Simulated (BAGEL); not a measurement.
# BHF2 (SMILES FBF), step by step

We compute a single-point energy (HF/cc-pVDZ), then the energy (NEVPT2(2,2)/cc-pVDZ), then a single-point energy (CASPT2(2,2)/cc-pVDZ) of BHF2. 

The calculation is run with BAGEL 1.2.2.

1 further run of the same task is left out (set aside as unsound or not needed).

**1. The system as given**

The species is BHF2 (4 atoms), meant as a singlet with charge 0. SMILES: `FBF`. The B2–H4 distance was set to 2.740 Å, away from the relaxed value. At this shape a bond of the SMILES string is far longer than usual.

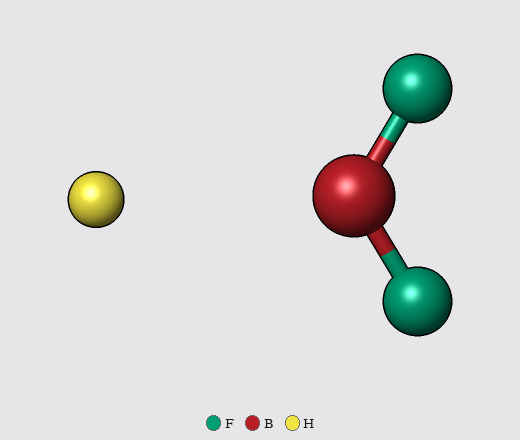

The structure, seen from a chosen angle (fluorine teal, boron red, hydrogen yellow).

**2. A single-point energy at HF/cc-pVDZ (density fitting with svp-jkfit) (run 1)**

Input file input.json:

```json
{ "bagel": [

{
  "title": "molecule",
  "basis": "cc-pvdz.json",
  "df_basis": "svp-jkfit",
  "angstrom": true,
  "geometry": [
    { "atom": "F", "xyz": [       1.225931,       1.657605,      -1.337440 ] },
    { "atom": "B", "xyz": [       0.069731,       1.169705,      -0.950340 ] },
    { "atom": "F", "xyz": [      -1.023769,       1.729405,      -1.414440 ] },
    { "atom": "H", "xyz": [      -0.057000,      -0.954600,       0.775600 ] }
  ]
},

{ "title": "hf" },

{ "title": "print", "file": "orbitals.molden", "orbitals": true }

]}
```

The basis set cc-pVDZ is read from a file made from the Basis Set Exchange's data (not shown).

Started as:

```sh
$ BAGEL_NUM_THREADS=1 BAGEL input.json > input.out
```

The log of the run:

```text
* using 1 threads per process

  ===============================================================
  ===============================================================

  *** Geometry ***

  { "atom" : "F", "xyz" : [      2.316674,      3.132419,     -2.527395 ] },
  { "atom" : "B", "xyz" : [      0.131772,      2.210422,     -1.795882 ] },
  { "atom" : "F", "xyz" : [     -1.934643,      3.268102,     -2.672904 ] },
  { "atom" : "H", "xyz" : [     -0.107714,     -1.803933,      1.465672 ] },

  Number of auxiliary basis functions:      247

  Since a DF basis is specified, we compute 2- and 3-index integrals:
    o Being stored without compression. Storage requirement is 0.004 GB

  Number of basis functions:       47
  Number of electrons      :       24

    * METHOD: MOLECULE                             0.04

  *** RHF ***

  === Nuclear Repulsion ===
    58.9128018012

      * DIIS with orbital gradients will be used.

  === RHF iteration (cc-pvdz.json) ===
      0       -223.85265635          0.02467949           0.01
      1       -223.97383339          0.01710548           0.01
      2       -224.04354414          0.00161993           0.01
      3       -224.04474083          0.00042451           0.01
      4       -224.04480265          0.00010668           0.01
      5       -224.04480713          0.00002514           0.01
      6       -224.04480741          0.00000579           0.01
      7       -224.04480742          0.00000119           0.01
      8       -224.04480742          0.00000048           0.01
      9       -224.04480742          0.00000012           0.01
     10       -224.04480742          0.00000002           0.01
     11       -224.04480742          0.00000001           0.01
    * SCF iteration converged.

    * Permanent dipole moment:
           (   -0.020104,    -0.340846,     0.276906) a.u.

    * METHOD: HF                                   0.13

    * METHOD: PRINT                                0.00

  ===============================================================
```

Run time: 0.3 s. Hardware: 1 thread of Arm Neoverse V2, shared host.

**3. A single-point energy at NEVPT2(2,2)/cc-pVDZ (density fitting with svp-jkfit) (run 2)**

Input file job.json:

```json
{ "bagel" : [

{
  "title" : "molecule",
  "basis" : "cc-pvdz.json",
  "df_basis" : "svp-jkfit",
  "angstrom" : "true",
  "geometry" : [
    { "atom" : "F", "xyz" : [    1.225931,    1.657605,   -1.337440 ] },
    { "atom" : "B", "xyz" : [    0.069731,    1.169705,   -0.950340 ] },
    { "atom" : "F", "xyz" : [   -1.023769,    1.729405,   -1.414440 ] },
    { "atom" : "H", "xyz" : [   -0.057000,   -0.954600,    0.775600 ] }
  ]
},
{
  "title" : "hf"
},
{
  "title" : "nevpt2",
  "nstate" : 1,
  "nact" : 2,
  "nclosed" : 11,
  "nspin" : 0,
  "active" : [12, 13],
  "maxiter" : 200,
  "natocc" : "true",
  "ncore" : 3
},
{
  "title" : "print",
  "file" : "orbitals.molden",
  "orbitals" : "true"
}

]}
```

The basis set cc-pVDZ is read from a file made from the Basis Set Exchange's data (not shown).

Started as:

```sh
$ BAGEL_NUM_THREADS=1 BAGEL job.json > job.out
```

The log of the run:

```text
* using 1 threads per process

  ===============================================================
  ===============================================================

  *** Geometry ***

  { "atom" : "F", "xyz" : [      2.316674,      3.132419,     -2.527395 ] },
  { "atom" : "B", "xyz" : [      0.131772,      2.210422,     -1.795882 ] },
  { "atom" : "F", "xyz" : [     -1.934643,      3.268102,     -2.672904 ] },
  { "atom" : "H", "xyz" : [     -0.107714,     -1.803933,      1.465672 ] },

[... 23 lines left out ...]
    * SCF iteration converged.
[... 1 line left out ...]
    * Permanent dipole moment:
[... 28 lines left out ...]
    * Second-order optimization converged. *
[... 9 lines left out ...]
     * ci vector, state   0, <S^2> = 0.0000
       2.     0.8746345890
       .2    -0.4847827716

  === DF-NEVPT2 calculation ===

    * 3-index integral transformation done
    * assembly done

      NEVPT2 correlation energy:   -0.4350031126      0.03

          (+0)     -0.4040564711
          (+0)'    -0.0027582070
          (+1)     -0.0127909387
          (+1)'    -0.0000000000
          (+2)     -0.0000898722
          (-1)     -0.0144130227
          (-1)'     0.0000000000
          (-2)     -0.0008946009

      NEVPT2 total energy:       -224.5672672586

    * METHOD: NEVPT2                               0.45

    * METHOD: PRINT                                0.00

  ===============================================================
```

Wall time 0.74 s (1 thread of Arm Neoverse V2, shared host).

**4. The energy at CASPT2(2,2)/cc-pVDZ (density fitting with svp-jkfit) (run 3)**

Changes to input.json since step 2:

```diff
@@ -17,3 +17,7 @@
 
-{ "title": "print", "file": "orbitals.molden", "orbitals": true }
+{ "title": "casscf", "nstate": 1, "nact": 2, "nclosed": 11, "active": [12, 13], "maxiter": 200, "natocc": true },
+
+{ "title": "print", "file": "orbitals.molden", "orbitals": true },
+
+{ "title": "smith", "method": "caspt2", "ms": true, "xms": true, "sssr": true, "shift": 0.2, "shift_imag": true, "ncore": 3 }
```

The basis set cc-pVDZ is read from a file made from the Basis Set Exchange's data (not shown).

Started as:

```sh
$ BAGEL_NUM_THREADS=1 BAGEL input.json > input.out
```

The log of the run:

```text
* using 1 threads per process

  ===============================================================
  ===============================================================

  *** Geometry ***

  { "atom" : "F", "xyz" : [      2.316674,      3.132419,     -2.527395 ] },
  { "atom" : "B", "xyz" : [      0.131772,      2.210422,     -1.795882 ] },
  { "atom" : "F", "xyz" : [     -1.934643,      3.268102,     -2.672904 ] },
  { "atom" : "H", "xyz" : [     -0.107714,     -1.803933,      1.465672 ] },

[... 25 lines left out ...]
    * Permanent dipole moment:
[... 37 lines left out ...]
     * ci vector, state   0, <S^2> = 0.0000
[... 21 lines left out ...]
       #      aibj      arbs      arbi      airj      risj      airs      arst      rist         Etot      error   time
[... 7 lines left out ...]
      ------------------------------------------------------------------------------------------------------------------

    * CASPT2 energy : state  0     -224.5704985655
        w/o shift correction       -224.5694062878
        reference weight              0.9116004862

    * METHOD: SMITH                                0.10

  ===============================================================
```

It took 0.8 s on 1 thread of Arm Neoverse V2, shared host.

**5. Outcome**

| quantity | value |
| --- | --- |
| run 1, HF/cc-pVDZ: total energy | -224.04481 Eh |
| run 1, HF/cc-pVDZ: dipole moment | 1.12 D |
| run 1, HF/cc-pVDZ: HOMO energy | -9.39 eV |
| run 1, HF/cc-pVDZ: LUMO energy | -0.62 eV |
| run 1, HF/cc-pVDZ: HOMO–LUMO gap | 8.78 eV |
| run 2, NEVPT2(2,2)/cc-pVDZ: total energy | -224.56727 Eh |
| run 3, CASPT2(2,2)/cc-pVDZ: total energy | -224.57050 Eh |
